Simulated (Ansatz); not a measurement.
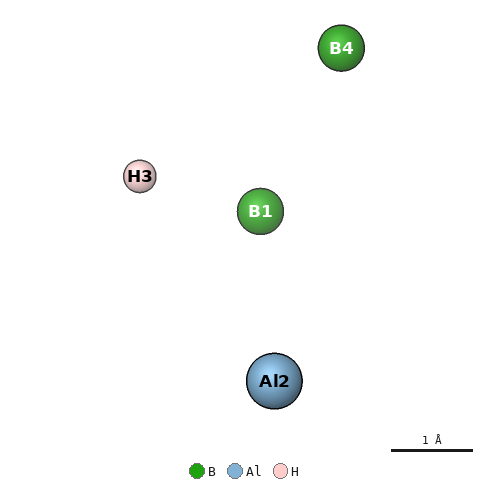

Figure made from data computed with Ansatz.

Orthographic view. Depth is shown by fading: the farther an atom, the more it takes the colour of the background. Geometry: a fixed input geometry, not necessarily a minimum.

List all interatomic distances (Å) as a matrix.

```tsv
atom	B1	Al2	H3	B4
B1	0.00			
Al2	2.87	0.00		
H3	1.61	3.84	0.00	
B4	2.35	4.41	3.14	0.00
```
